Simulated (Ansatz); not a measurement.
## Electronic structure of Cl2H2O2Si in real space

Input

```
crystal:
  periodic: [false, false, false]
  atoms:
    - {symbol: Si, position_ang: [0.434727, 0.064500, 0.656813]}
    - {symbol: O, position_ang: [-0.331694, 0.015331, -1.090286]}
    - {symbol: O, position_ang: [1.439356, -1.062765, 0.497028]}
    - {symbol: H, position_ang: [0.127148, -0.777644, -1.422142]}
    - {symbol: Cl, position_ang: [0.935106, 2.027519, 0.774589]}
    - {symbol: Cl, position_ang: [-1.316657, -0.138813, 1.703360]}
    - {symbol: H, position_ang: [-1.287984, -0.128031, -1.119462]}
basis:
  gaussian: {orbitals: def2-TZVPP}
hamiltonian: {xc: pbe0, dispersion: d4}
output: {orbitals: {seedname: orbitals}}
```

Run with:

```sh
ansatz run in.yaml --threads 4 --pin off --events-out ev --progress --plain --max-ram 9574MiB
```

The product side of a reaction path; geometry: PBE0-D4/def2-TZVP; a saddle point, not a minimum.

The calculation used Ansatz 0.2.0, RKS PBE0-D4/def2-TZVPP.

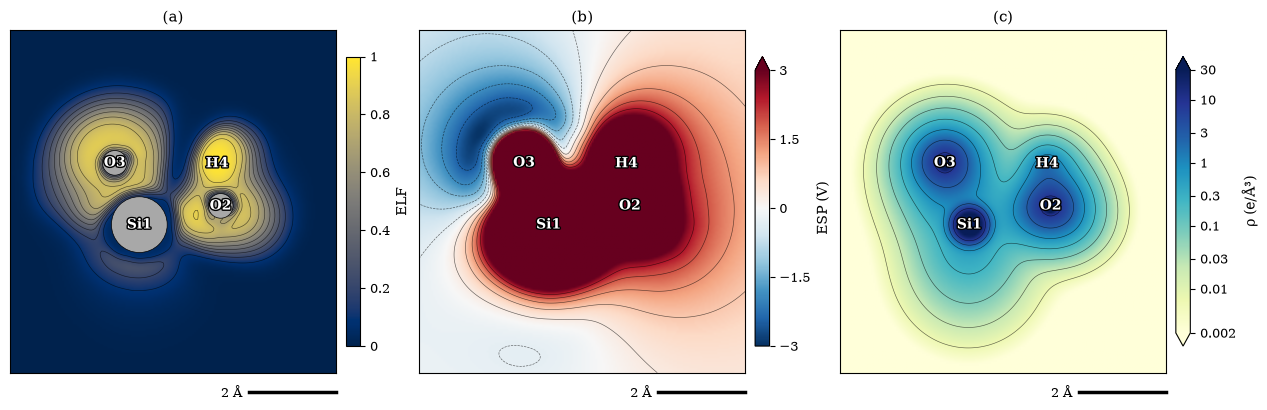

Figure 1. (a) ELF; (b) molecular electrostatic potential; (c) electron density on the plane of atoms O2, Si1 and O3. Grey discs cover the atomic cores in the ELF map.

### Describe what can be read from this map.

- The section cuts through Si, O and H sites.
- Si–O (1.52 Å): the density is about 1.6 e/Å³ at the midpoint; the ELF peaks at about 0.80 between the atoms, as expected for a short, strongly polar bond.
- O–H (0.97 Å): ρ is about 3.8 e/Å³ halfway; the ELF climbs to about 1 towards the hydrogen, as it does in any bond to H: an ordinary covalent bond to hydrogen.
- The ELF also peaks beside O3, away from the bonds: lone-pair regions.
- Outside the dense part of the molecule the potential is most negative (−3.0 V) near O3.

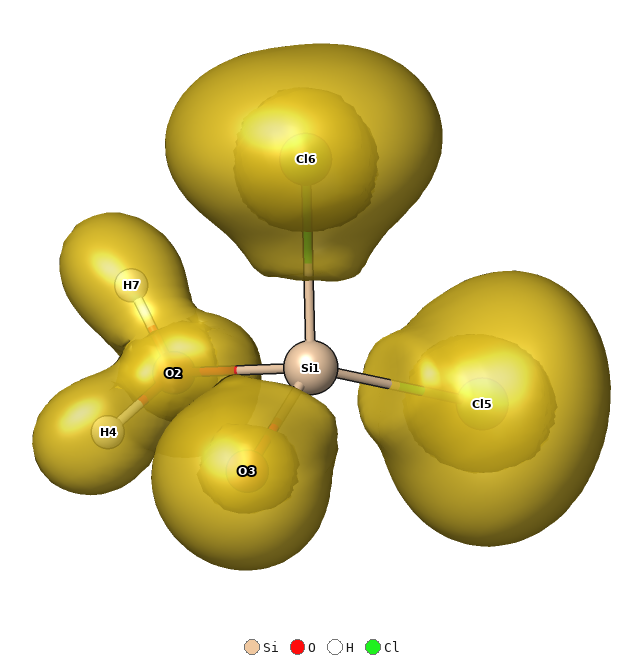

Figure 2. Isosurface of the ELF at 0.75 (yellow), seen at a tilt. Only the valence region is drawn (cores and ρ < 0.01 e/Å³ removed).

### Describe the localisation domains.

At this value the surface marks out two regions on Cl in which the atom's valence shell and bonds are merged, one region wrapped around O (its lone pairs, merged into a ring or cap) and one joined region spread over several atoms (H, O), in which their bonds and any lone pairs are merged. Along the contacts the grid gives the following. Si–Cl (2.03 Å): the ELF peaks at about 0.90 between the atoms (a shared but strongly polarised pair).

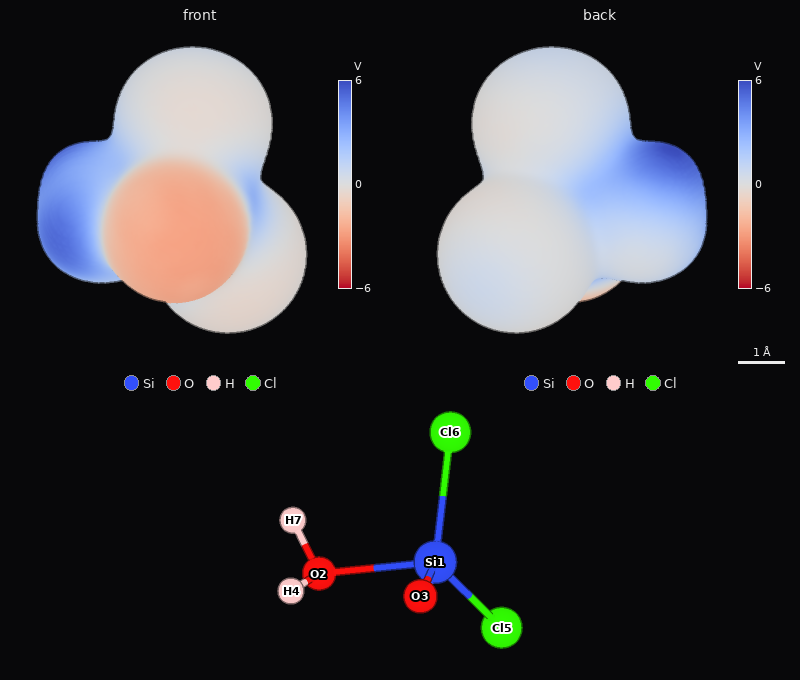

Figure 3. The electrostatic potential painted on the density surface at 0.004 e/bohr³, seen from the front and from behind; red is negative and blue positive. The bare structure is drawn below in the same view.

### Describe the electrostatic potential map.

The most negative region (about −2.7 V) lies over O3, the most positive (about +5.7 V) over H7. Cl5 shows a σ-hole: about +0.6 V at the tip opposite its bond, against about −0.1 V on its flanks. Cl6 shows a σ-hole: about +0.7 V at the tip opposite its bond, against about +0.2 V on its flanks. O3 is the likeliest acceptor of a hydrogen bond.
